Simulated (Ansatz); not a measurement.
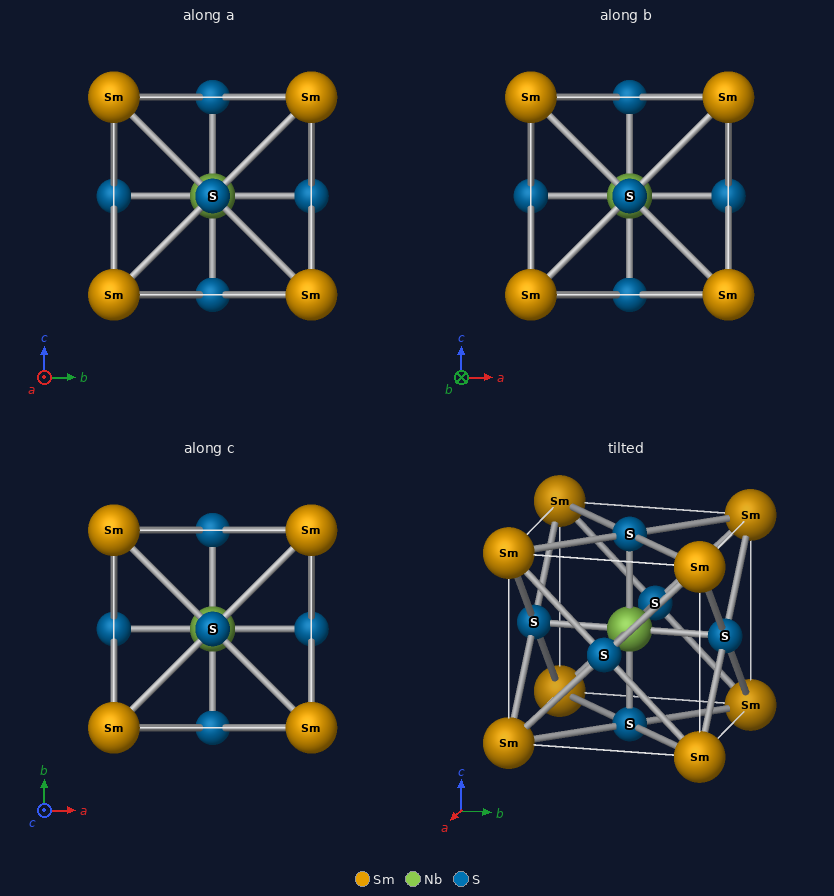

View along the a axis, along the b axis, along the c axis and slightly off an axis, drawn as a ball-and-stick model. The frame is the conventional unit cell; atoms at its boundary are shown with their periodic copies.

Lattice parameters: a = 4.7701 Å, b = 4.7701 Å, c = 4.7701 Å, α = 90.000°, β = 90.000°, γ = 90.000°.

**Give the structure in the form of a CIF in P1 with every atom of the cell.**

```cif
data_structure
_symmetry_space_group_name_H-M 'P 1'
_symmetry_Int_Tables_number 1
_cell_length_a 4.7701
_cell_length_b 4.7701
_cell_length_c 4.7701
_cell_angle_alpha 90.000
_cell_angle_beta 90.000
_cell_angle_gamma 90.000
_cell_volume 108.54
loop_
_atom_site_label
_atom_site_type_symbol
_atom_site_fract_x
_atom_site_fract_y
_atom_site_fract_z
_atom_site_occupancy
Sm1 Sm 0.0000 0.0000 0.0000 1
Nb1 Nb 0.5000 0.5000 0.5000 1
S1 S 0.0000 0.5000 0.5000 1
S2 S 0.5000 0.0000 0.5000 1
S3 S 0.5000 0.5000 0.0000 1
```

The cell started as a structure type filled with these elements by a generator (whether the compound takes this form wasn't checked). The picture shows the end point of a geometry optimisation with DFT PBE, scalar-relativistic, plane waves, PAW; 4f electrons in the core of a trivalent norm-conserving potential in Ansatz.
